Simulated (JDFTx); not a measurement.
System: Ti(0001) (P6_3/mmc bulk; lattice of mp-46, not re-optimised at this level), 1x1 cell of 4 atoms in 4 planes, area 7.46 Å² a face, 6.8 Å between the outermost planes in a cell 23.0 Å high; k mesh 8×8×1, Fermi width 0.01 Ha, no spin polarisation.

Computed with JDFTx (a modified build): PBE, GBRV ultrasoft potentials, plane waves to 20/100 Ha. Liquid on both sides: CANDLE, acetonitrile, 1 M NaCl; nuclei fixed. SHE scale: U = −μ/e − 4.44 V, by convention. In this non-aqueous liquid the SHE scale is nominal.

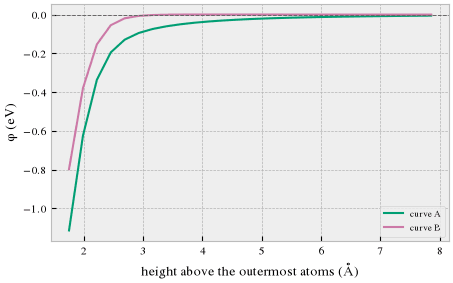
Fig. 1. Plane-averaged electrostatic potential energy of an electron for two states of the electrode

Question: One curve is the neutral slab. Which, and what is the sign of the other's charge?

Answer: Curve B is neutral (potential of zero charge, -0.42 V). Curve A is positively charged, 6.4 μC/cm² at -0.10 V.
